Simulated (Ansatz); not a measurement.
# CH₄BCl₃O: trial inputs and their diagnosis

3 inputs were typed for CH₄BCl₃O. Each is run as it stands; the log then has to tell whether the result can be used.

Method: the settings change from run to run; program: Ansatz 0.2.0, Gaussian basis.

## (1) The molecule

The geometry comes from an earlier relaxation with PBE0-D4 in a triple-zeta def2 set; it is a stationary point, not always the lowest conformer.

SMILES `C[OH+][B-](Cl)(Cl)Cl`, 10 atoms, charge 0, spin multiplicity 1.

Atoms are counted from 1 here; the program's logs count them from 0.

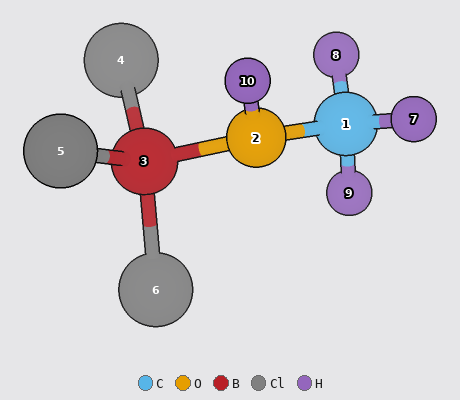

The structure; carbon blue, oxygen amber, boron red, chlorine grey, hydrogen purple; atoms are numbered from 1 in the order of the file.

## (2) Try 1

in.yaml

```yaml
crystal:
  periodic: [false, false, false]
  atoms:
    - {symbol: C, position_ang: [0.299028, -1.015161, 0.849934]}
    - {symbol: O, position_ang: [0.668761, 0.087910, -0.008439]}
    - {symbol: B, position_ang: [-0.469584, 1.011780, -0.672845]}
    - {symbol: Cl, position_ang: [-1.618340, -0.116215, -1.525668]}
    - {symbol: Cl, position_ang: [0.512645, 2.026915, -1.814162]}
    - {symbol: Cl, position_ang: [-1.214582, 1.903255, 0.708405]}
    - {symbol: H, position_ang: [1.213667, -1.410092, 1.286931]}
    - {symbol: H, position_ang: [-0.239945, -1.767150, 0.276451]}
    - {symbol: H, position_ang: [-0.340254, -0.589110, 1.617860]}
    - {symbol: H, position_ang: [1.271605, -0.183433, -0.715566]}
basis:
  gaussian: {orbitals: def2-TZVP}
hamiltonian: {xc: {name: PBE1PBE}, dispersion: d3bj}
```

The run is started by

```
> ansatz run in.yaml --threads 4 --pin off --events-out ev --progress --plain --max-ram 10444MiB
```

Standard output:

```text
Error: YAML parse error: error: line 16 column 19: hamiltonian.xc: no functional is named "PBE1PBE"; the names, which are not case-sensitive, are SVWN5, SPW92, PBE, PBE0, PBEsol, revPBE, revPBE0, RPBE, rPW86-PBE, HSE06, wPBEh, LC-wPBE, HISS, HF, BLYP, B3LYP, B3LYP5, BHLYP, CAM-B3LYP, r2SCAN, r2SCANh, r2SCAN0, r2SCAN50, m-r2SCAN, B97, wB97, wB97X, wB97X-V, B97M-V, wB97M-V, B2PLYP, B2GP-PLYP, PBE0-DH, PBE-QIDH
  --> <input>:16:19
   |
14 | basis:
15 |   gaussian: {orbitals: def2-TZVP}
16 | hamiltonian: {xc: {name: PBE1PBE}, dispersion: d3bj}
   |                   ^ hamiltonian.xc: no functional is named "PBE1PBE"; the names, which are not case-sensitive, are SVWN5, SPW92, PBE, PBE0, PBEsol, revPBE, revPBE0, RPBE, rPW86-PBE, HSE06, wPBEh, LC-wPBE, HISS, HF, BLYP, B3LYP, B3LYP5, BHLYP, CAM-B3LYP, r2SCAN, r2SCANh, r2SCAN0, r2SCAN50, m-r2SCAN, B97, wB97, wB97X, wB97X-V, B97M-V, wB97M-V, B2PLYP, B2GP-PLYP, PBE0-DH, PBE-QIDH
```

It took 0.05 s on 4 threads of Intel Xeon Platinum 8488C, shared host.

Diagnosis: Refused before any calculation. The method's name isn't one that the program takes here. Cure: name a functional that the program knows.

## (3) Try 2

in.yaml

```yaml
crystal:
  periodic: [false, false, false]
  atoms:
    - {symbol: C, position_ang: [0.299028, -1.015161, 0.849934]}
    - {symbol: O, position_ang: [0.668761, 0.087910, -0.008439]}
    - {symbol: B, position_ang: [-0.469584, 1.011780, -0.672845]}
    - {symbol: Cl, position_ang: [-1.618340, -0.116215, -1.525668]}
    - {symbol: Cl, position_ang: [0.512645, 2.026915, -1.814162]}
    - {symbol: Cl, position_ang: [-1.214582, 1.903255, 0.708405]}
    - {symbol: H, position_ang: [1.213667, -1.410092, 1.286931]}
    - {symbol: H, position_ang: [-0.239945, -1.767150, 0.276451]}
    - {symbol: H, position_ang: [-0.340254, -0.589110, 1.617860]}
    - {symbol: H, position_ang: [1.271605, -0.183433, -0.715566]}
basis:
  gaussian: {orbitals: cc-pVTZ}
hamiltonian: {xc: {name: HF}}
correlation: {method: mp2, frozen_orbitals: {C: 0}}
scf: {lower_state_search: light}
output: {forces: true}
```

Same command.

Standard output:

```text
Functional definition: HF
  name "HF"
  cite "Fock, Z. Phys. 61, 126 (1930) doi:10.1007/BF01340294"
  parent pbe
  exchange = exact_x
  correlation = 0
Error: "frozen_orbitals" has no count for O
```

Run time: 0.05 s. Hardware: 4 threads of Intel Xeon Platinum 8488C, shared host.

What is wrong: Refused before any calculation. Frozen orbitals are typed for one element alone, and the program wants a count for each. Cure: leave frozen_orbitals out, or give every element a count that its core really has.

## (4) Try 3

in.yaml

```yaml
crystal:
  periodic: [false, false, false]
  atoms:
    - {symbol: C, position_ang: [0.296379, -0.971546, 0.847313]}
    - {symbol: O, position_ang: [0.673992, 0.065369, 0.029236]}
    - {symbol: B, position_ang: [-0.508676, 1.067730, -0.655897]}
    - {symbol: Cl, position_ang: [-1.631626, -0.081313, -1.521538]}
    - {symbol: Cl, position_ang: [0.484899, 2.052488, -1.821941]}
    - {symbol: Cl, position_ang: [-1.231338, 1.923538, 0.724946]}
    - {symbol: H, position_ang: [1.189480, -1.422257, 1.223555]}
    - {symbol: H, position_ang: [-0.257712, -1.775883, 0.273717]}
    - {symbol: H, position_ang: [-0.342932, -0.592652, 1.587776]}
    - {symbol: H, position_ang: [1.263912, -0.165471, -0.726326]}
basis:
  gaussian: {orbitals: def2-SVP}
magnetization: {spin_polarized: true, initial_magnetization: 1}
hamiltonian: {xc: {name: HF}}
correlation: {method: rpa}
accuracy: high
```

The command is unchanged.

Standard output:

```text
Error: a molecule whose nuclei and cores have a total charge of 74 cannot have a net charge of 0 together with 1 unpaired electrons
```

It took 0.05 s on 4 threads of Intel Xeon Platinum 8488C, shared host.

Diagnosis: The program refused the input. The number of unpaired electrons doesn't fit the electron count. Its coordinates are also moved off the relaxed structure. To mend it, make charge and initial_magnetization agree: an even electron count takes an even number of unpaired electrons.

## (5) How the tries ended

```
try              level    ended                                                                                    cause    time
  1  PBE1PBE/def2-TZVP  refused                                  the method's name isn't one that the program takes here  0.05 s
  2        MP2/cc-pVTZ  refused  frozen orbitals are typed for one element alone, and the program wants a count for each  0.05 s
  3       RPA/def2-SVP  refused                          the number of unpaired electrons doesn't fit the electron count  0.05 s
```

3 refused. A refusal costs next to no computing time.
